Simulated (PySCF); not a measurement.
## Electronic structure of C4H10O3Si2 (SMILES CO[C@H](O[SiH3])[SiH2]C=C=O) in real space

The calculation's input:

```
{"job": {"kind": "nmr", "xc": "PBE0", "basis": "pcSseg-1"}, "charge": 0, "multiplicity": 1}
C     -1.250089     0.819278    -1.790155
O     -0.899012     0.891836    -0.423624
C     -0.105461    -0.157705     0.030632
O     -0.847090    -1.343869     0.070658
Si    -0.368230    -2.870196    -0.144357
Si     0.431117     0.433032     1.772139
C      1.485631     1.959799     1.478144
C      1.548414     2.518733     0.316030
O      1.595166     2.960780    -0.756091
H     -0.352138     0.862680    -2.417794
H     -1.797155    -0.102678    -2.005394
H     -1.882230     1.680828    -1.993048
H      0.750631    -0.302590    -0.653764
H     -1.658495    -3.537152    -0.110914
H      0.544200    -3.287412     0.924713
H      0.332434    -3.029221    -1.424231
H     -0.777691     0.720684     2.544299
H      1.247243    -0.602051     2.422633
H      1.992951     2.394475     2.317469
```

Run with:

```sh
OMP_NUM_THREADS=1 python probes_run.py task.json out
```

Geometry: GFN2-xTB.

These are results of PySCF, PBE0/pcSseg-1, SCF density, gas phase, non-relativistic, not measurements.

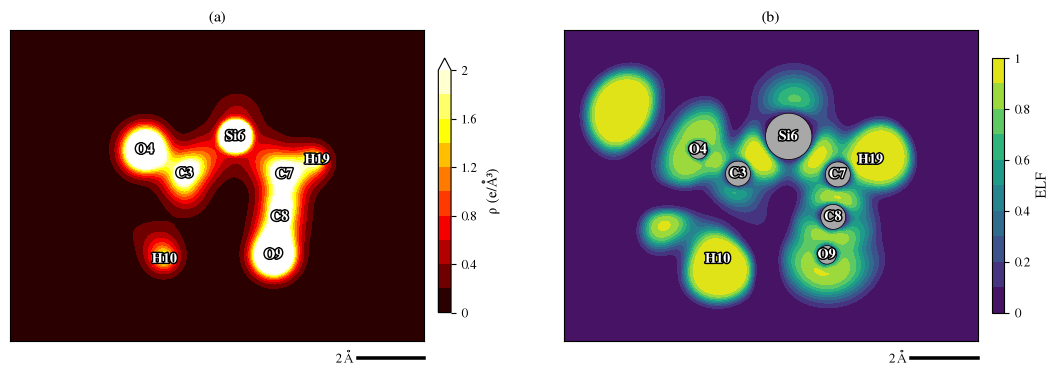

Figure 1. (a) total electron density; (b) ELF on the plane of atoms C8, C7 and H19. Grey discs cover the atomic cores in the ELF map.

Read the bonding off the picture.

Answer. The plane passes through C, O, Si and H nuclei. C–O (1.16 Å): ρ at the midpoint is about 3.6 e/Å³; the ELF peaks at about 0.85 between the atoms (a short, multiple covalent bond). C–C (1.29 Å): the density is about 2.3 e/Å³ at the midpoint; the ELF peaks at about 0.90 between the atoms: a short, multiple covalent bond. C–Si (1.88 Å): ρ is about 0.87 e/Å³ halfway; the ELF peaks at about 0.95 between the atoms (localised, covalent bonding). C–H (1.07 Å): the density is about 2 e/Å³ at the midpoint; the ELF climbs to about 1 towards the hydrogen, as it does in any bond to H (an ordinary covalent bond to hydrogen). The ELF also peaks beside O9 and O4, away from the bonds: lone-pair regions.

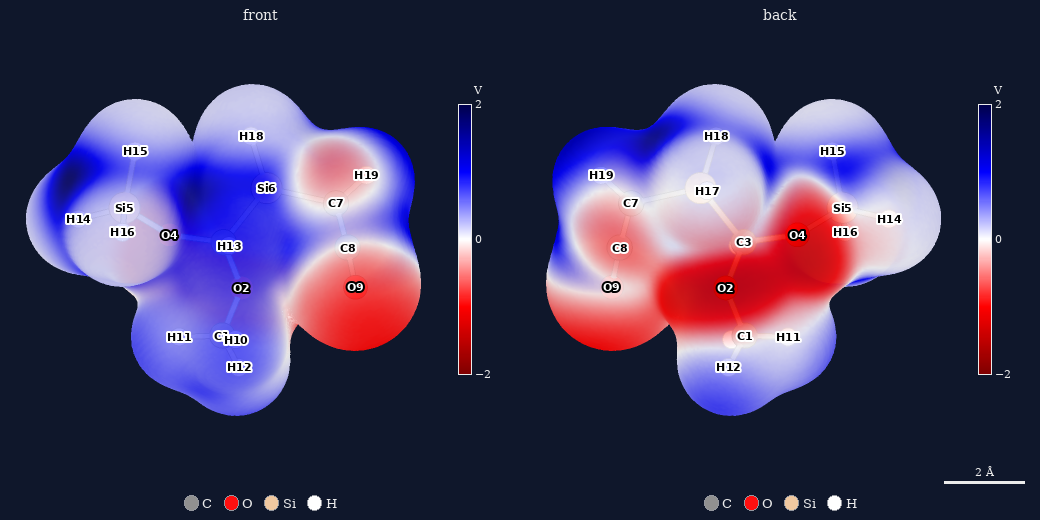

Figure 2. The molecular electrostatic potential painted on the density surface at 0.002 e/bohr³, seen from the front and from behind; the colour scale runs from red (negative) to blue (positive).

Where is the surface potential most negative and most positive?

Answer. The most negative region (about −1.3 V) lies over O2 and O4, the most positive (about +1.6 V) over Si5 and Si6.
